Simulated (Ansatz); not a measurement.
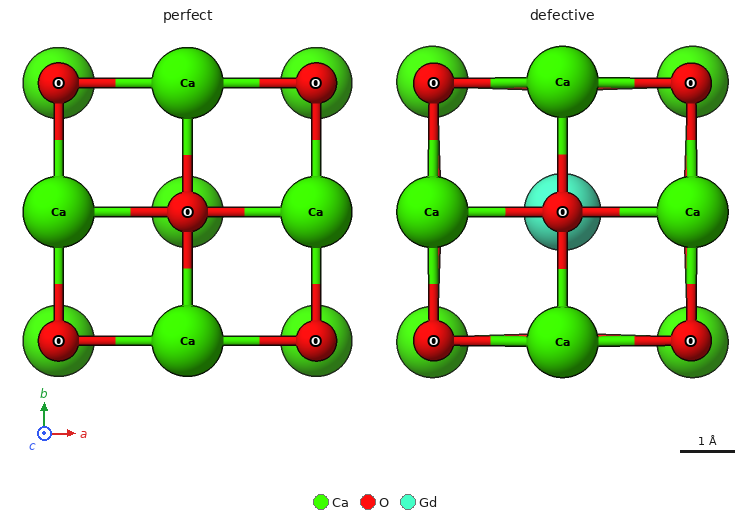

Left: perfect CaO. Right: the same region with one point defect, after relaxing the atoms in a supercell of 54 sites. The picture is a ball-and-stick view of the atoms within 4.6 Å of one point, in a slice 5.0 Å thick across the line of sight, seen along the c axis.

Level of theory: Ansatz, DFT, PBE, plane-wave PAW, default files, scalar-relativistic. Settings: plane-wave cutoff 420 eV; k-point mesh 2 × 2 × 2; occupations fermi dirac; smearing width 0.01 eV; collinear spin. A uniform background neutralises the charged cell. The axes drawn are those of the host's conventional cell.

Question: What kind of defect was made?

Answer: A calcium atom is replaced by gadolinium.

The charge state of the cell is +1.

Question: What does the relaxation do around it?

Answer: In the host the Ca atom has 6 O at 2.41 Å; the Gd atom ends with 6 O at 2.35 Å. Of the host's atoms, an oxygen atom moves furthest from its site, by 0.06 Å. The cell's net moment is 7.00 μB. Relaxing the atoms from the host's sites lowers the energy by 0.32 eV.

Limits of the set-up: the cell is charged, on a uniform background, and energies carry no finite-size correction.
